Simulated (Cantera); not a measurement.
Input: 1 mol borazine, 0.45 mol O₂, 8.2 mol N₂, equilibrated at 10.0 Torr.

Equilibrium computed with Cantera from the NASA thermochemical tables; the gas is ideal and each condensed phase is pure. Candidate condensed phases: B, BN, B₂O₃, B₃O₃H₃, H₂O; 39 gas species. The feed counts by its element totals alone. Mutual solubility and eutectic melting of coexisting phases are not modelled. The tables' values for BH₂ are old estimates; treat these amounts as uncertain. The numbers say what is thermodynamically allowed, not how fast it happens.

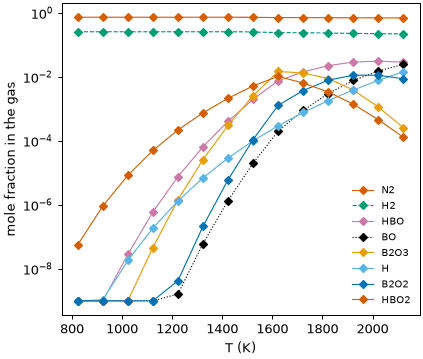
*Equilibrium gas composition (values under 1e-9 drawn at 1e-9)*

Problem. Read off the mole fractions at 1723 K.

Solution. N₂ about 0.72, H₂ about 0.24, HBO about 0.014, B₂O₃ about 0.013, HBO₂ about 0.0065, B₂O₂ about 0.0038, BO about 0.00090, H about 0.00078.
